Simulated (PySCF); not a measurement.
**C₆H₁₁Si (doublet): density, localisation and related maps**

```xyz
18

C     3.2306    0.3440   -0.8302
C     2.7912    0.7349    0.3238
C     1.6288    0.6450    1.1731
Si    0.2195   -0.4301    0.4176
C    -1.0069    0.3645   -0.7685
C    -1.5795    0.1114    0.6410
C    -2.7025   -0.8886    0.7494
H     2.6475   -0.2771   -1.5174
H     4.2106    0.6130   -1.1942
H     1.9142    0.2225    2.1392
H     1.2349    1.6463    1.3621
H     0.5303   -1.8435    0.2577
H    -0.9105    1.4007   -1.0640
H    -1.4561   -0.2256   -1.5552
H    -1.7894    1.0166    1.2024
H    -3.6283   -0.4693    0.3532
H    -2.4682   -1.7884    0.1857
H    -2.8751   -1.1699    1.7867
```

Geometry: GFN2-xTB.

Theory: UKS B3LYP, pcH-1 on C H Si, non-relativistic, mean-field spin-orbit, GIAO in PySCF.

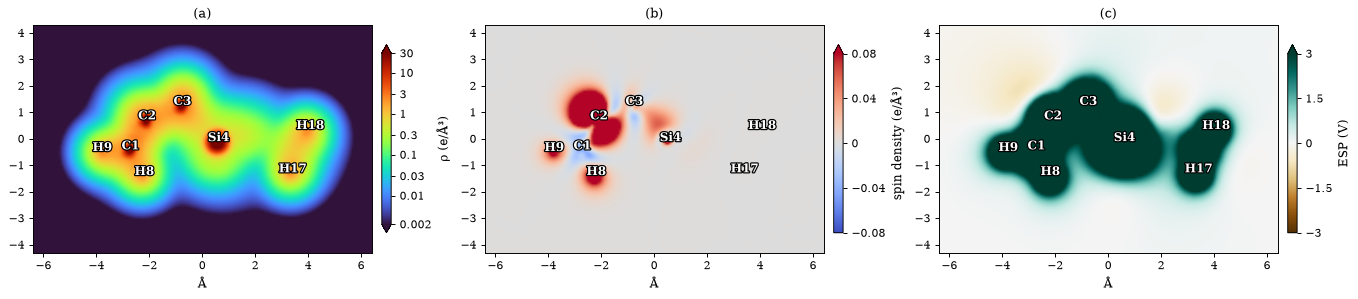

Figure 1. (a) total electron density; (b) spin density; (c) molecular electrostatic potential on the plane of atoms C2, C1 and H9.

Read the bonding off the picture.

The plane passes through C, Si and H nuclei.
C–C (1.30 Å): ρ is about 2.4 e/Å³ halfway.
C–H (1.08 Å): ρ at the midpoint is about 1.8 e/Å³.
C–C (1.44 Å): ρ at the midpoint is about 1.7 e/Å³.
C–Si (1.93 Å): ρ at the midpoint is about 0.86 e/Å³.
The unpaired spin (1 electron) lies mostly on C2 (about 0.7) and C1 (about 0.1), in electrons by Hirshfeld's partition.
Outside the dense part of the molecule the potential is most negative (−0.7 V) near C2.

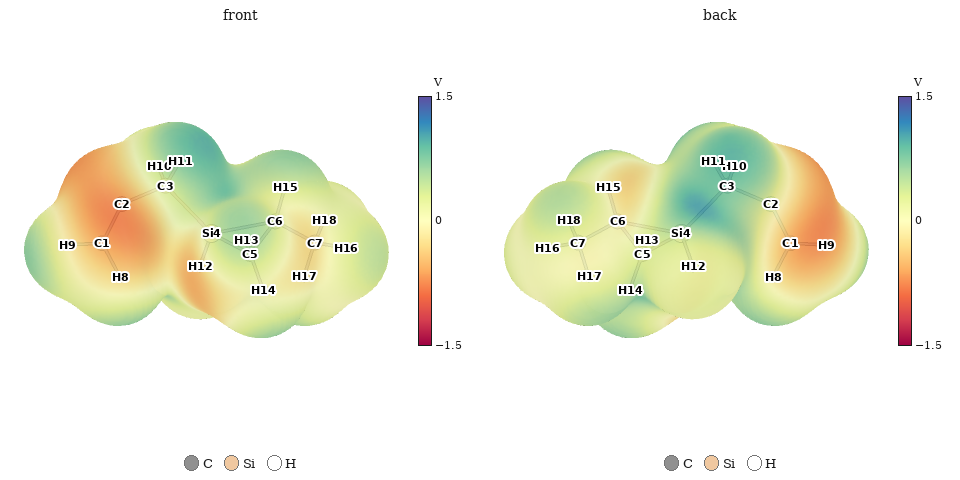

Figure 2. The molecular electrostatic potential painted on the density surface at 0.002 e/bohr³, seen from the front and from behind; the colour scale runs from red (negative) to blue (positive).

Where is the surface potential most negative and most positive?

The most negative region (about −0.8 V) lies over the π face of C1 and C2, the most positive (about +1.0 V) over Si4, H10 and H11.
